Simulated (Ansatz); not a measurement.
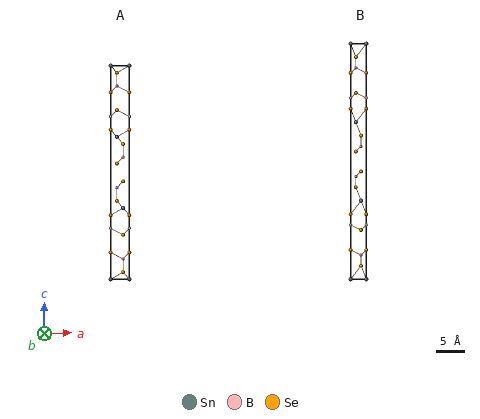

Two geometries of solid SnB₂Se₄ (built on the MgIn2Se4-166 type type), drawn at one scale. One is the start of a relaxation, the other its converged end. A ball-and-stick model of the conventional cell (3 times the calculation's cell), seen along the b axis. Lengths and directions refer to the drawn axes.

Method: DFT, PBEsol, plane waves, PAW (Ansatz). Set-up: plane-wave cutoff 420 eV; k-point mesh 6 × 6 × 6; occupations fermi dirac; smearing width 0.03 eV; no spin polarisation; cell and atoms relaxed; force threshold 0.01 eV/Å; at most 120 steps.

Which geometry has the lower energy?

Structure B is the relaxed one. After 11 accepted moves (12 points after the start) the energy has fallen by 5.468 eV per cell of the calculation. The largest force component goes from 4.2 to 0.0053 eV/Å. Pressure: −4.13 GPa at the start and −0.01 GPa at the end. The SCF was repeated once at an unchanged geometry on a basis and grid sized afresh for the cell, which shifted the energy by 1.3 meV per cell of the calculation at most. The largest moves relative to the cell, 1.01 Å, are those of Se atoms. By element the largest moves are Se 1.01 Å, B 0.32 Å. Sn stays in place. The volume changes by −23.0 %, with a = b 3.940 → 3.293 Å (−16.4 %), c 38.984 → 42.997 Å (+10.3 %). Among the contacts that change: Se–Se 3.940 → 3.293 Å, Se–Sn 2.622 → 3.102 Å, B–Se 2.555 → 2.114 Å, B–Se 2.412 → 1.972 Å. Among the angles between lasting bonds that change: Sn–Se–Sn 97.4° → 64.1°, Se–Sn–Se 82.6° → 115.9°, Se–Sn–Se 97.4° → 64.1°. The space group stays R-3m (No. 166). The run took 69 s on 4 threads of Arm Neoverse V1, with other jobs on the host, peak memory 0.68 GiB.
